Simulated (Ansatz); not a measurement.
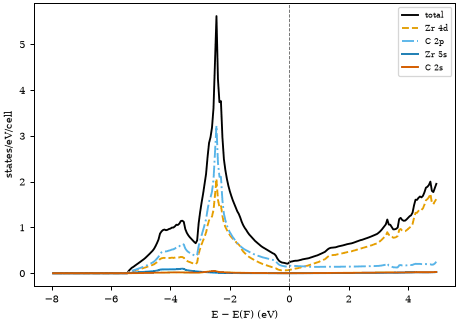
Figure: Total and projected density of states of ZrC (rock salt, Fm-3m), r²SCAN (plane waves, PAW; program Ansatz)

**Question.** Which orbitals carry the states next to the Fermi level?

**Answer.** Within 0.5 eV of the Fermi level: C 2p 62 %, Zr 4d 34 %. Projections are on Löwdin-orthogonalised atomic valence shells; empty p or d shells of many metals are not among them.

**Question.** Where is the tallest occupied peak in this window, and what makes it?

**Answer.** Near -2.4 eV, about 5.6 states/eV per cell; the largest projected share is C 2p.

Symmetry was held in the r²SCAN relaxation; of distortions, only those at the zone centre were tested. The run is not spin-polarised. Spin–orbit coupling is left out wherever it is not named.

Potentials: the later of the program's two PAW sets.
